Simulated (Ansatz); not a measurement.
The calculation's input:

```
crystal:
  periodic: [false, false, false]
  atoms:
    - { symbol: C, position_ang: [0.20971, 1.62044, -2.13605] }
    - { symbol: C, position_ang: [0.374, 1.02652, -1.09708] }
    - { symbol: Si, position_ang: [0.63427, 0.13922, 0.47479] }
    - { symbol: C, position_ang: [-0.58449, -1.15421, 1.05588] }
    - { symbol: H, position_ang: [-0.451, 0.68704, -1.72336] }
    - { symbol: H, position_ang: [1.83379, 0.52474, 1.19783] }
    - { symbol: H, position_ang: [-1.39559, -1.29502, 0.33559] }
    - { symbol: H, position_ang: [-0.10081, -2.12273, 1.20298] }
    - { symbol: H, position_ang: [-1.03634, -0.87722, 2.01146] }
total_charge: 1
magnetization:
  spin_polarized: true
basis:
  gaussian: { orbitals: def2-SVP }
hamiltonian:
  xc: pbe
  dispersion: d4
relax:
  f_tol: 0.02
  max_steps: 50
output:
  orbitals: {}
```

Run with:

```sh
ansatz run input.yaml --threads 2 --pin off --max-ram 3072MiB --backend cpu --events-out ev --progress --plain --runs-dir out
```

The fields are those of the run's last geometry, not of the input's.

Theory: Ansatz, UKS PBE-D4/def2-SVP.

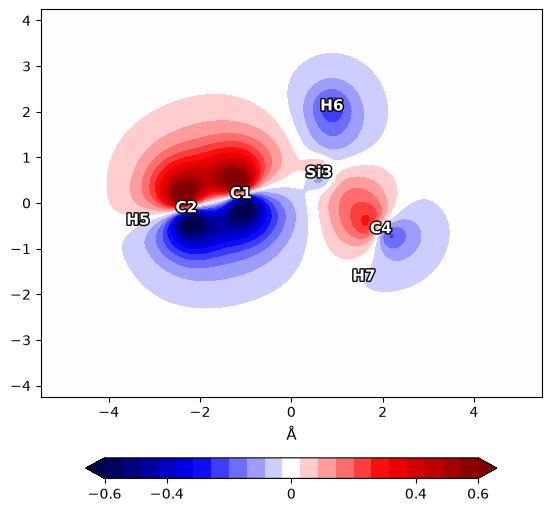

C3H5Si (charge +1). One frontier orbital on the plane of atoms C4, Si3 and H6 (values in Å⁻³ᐟ²; the overall sign is arbitrary).

Question: Which orbital is it: HOMO or LUMO?

Answer: The HOMO, at −12.67 eV. Its weight (Hirshfeld) is mainly on C2 (about 40 %) and C1 (about 40 %); π-bonding across C2–C1.
